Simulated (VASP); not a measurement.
Band structure of WSi$_{2}$ (MoSi2 type). All values below come from AM05 GGA, VASP's PBE PAW potentials (set 64) (plane waves; VASP).

Unless said otherwise, spin-orbit coupling is left out, though it shifts the bands of the heavy elements here.

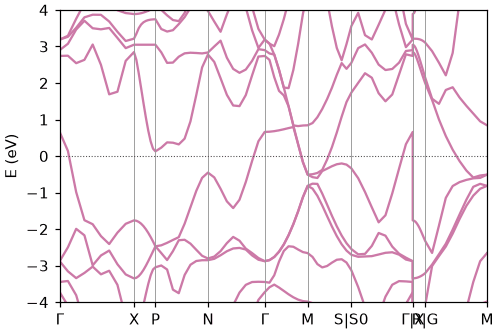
*Bands along high-symmetry lines, zero at the valence-band maximum or, without a gap, the Fermi level*

Q: Read the plot: is there a gap, and where are the band edges?

A: It has no gap at this level: it comes out as a metal or semimetal. (Edges off the drawn lines would not show.)

The compound is WSi2 in the MoSi2 type structure. It was relaxed first.
